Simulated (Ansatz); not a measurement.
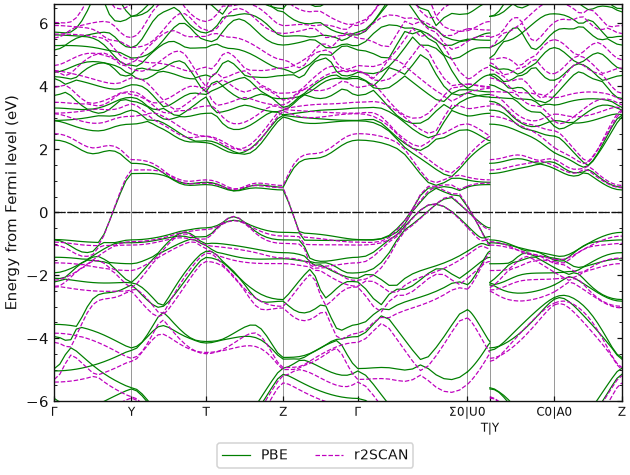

Band structures of ZrTiSi4, space group F222, 6 atoms in the cell, by two methods on the same cell. Each is counted from its own Fermi level.

**How do the methods compare?**

Both give a metal. The 6 bands that come within 1 eV of the Fermi level differ by 0.11 eV on average and by 0.25 eV at most (at Γ).

Settings. PBE: DFT PBE, scalar-relativistic, plane waves, PAW, no spin polarisation, 10×10×10 k mesh, 420 eV cutoff (Ansatz 0.2.0). r2SCAN: DFT r2SCAN, scalar-relativistic, plane waves, PAW, no spin polarisation, 10×10×10 k mesh, 500 eV cutoff (Ansatz).

The structure is an invented one, so it need not be a known or stable phase.
